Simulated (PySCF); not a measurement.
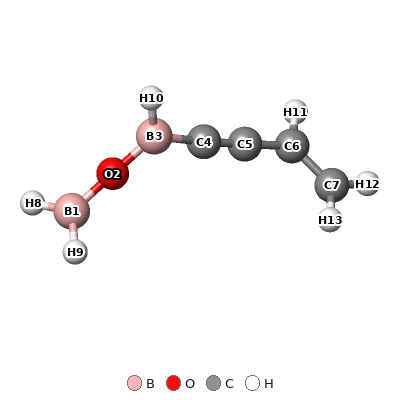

The molecule: C₄H₆B₂O, SMILES BOBC#CC=C.

GIAO shifts, BP86/pcSseg-1 in PySCF, at a PBE0-D3(BJ)/def2-SVP geometry (no frequency check), against BF₃.OEt₂ for ¹¹B and TMS for ¹³C computed at the same level. Gas phase, fully decoupled, line heights follow the number of nuclei, widths are arbitrary (no quadrupolar broadening); values of one conformer, averaged over methyl-type rotors and exact or near symmetry; other conformers aren't averaged in.

Which ¹¹B signals does it give?

Answer. 2 signals.


```csv
δ (ppm),nuclei,atoms
40.7,1,B1
27.2,1,B3
```

Predict the ¹³C spectrum.

Answer. 4 signals.


```
δ (ppm)  nuclei  atoms
  134.0       1     C7
  122.5       1     C6
  117.2       1     C5
  105.8       1     C4
```

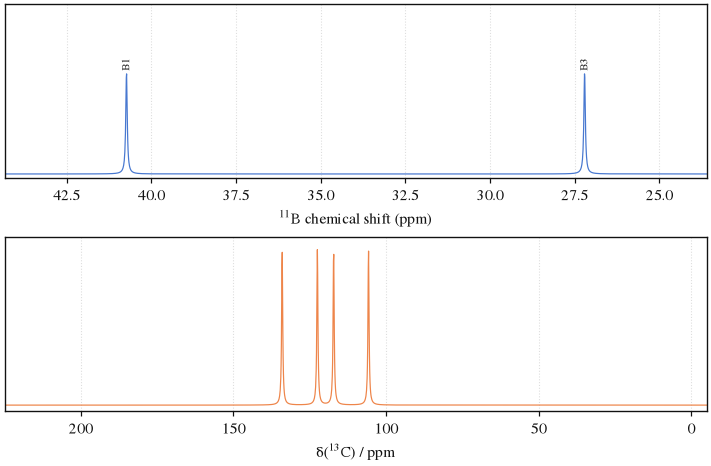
